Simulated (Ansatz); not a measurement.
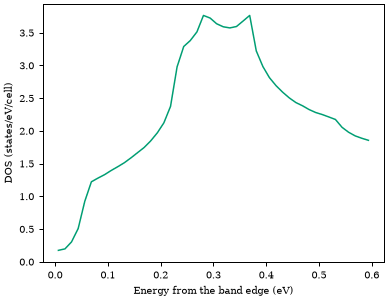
*Density of states of B (R-3m) above the conduction band minimum, PBEsol, rigid bands in Ansatz (an electronic-structure program); cell volume 85.8 Å³.*

Question: What effective density of states at 300 K does this give (∫ g(E) exp(−E/k_BT) dE, both spins, divided by the cell's size)?

Answer: 1.1e20 cm⁻³, a density-of-states mass of 2.7 mₑ, valleys and band degeneracy included.

Spin-orbit coupling is left out. Geometry: cell and atoms relaxed with PBEsol.
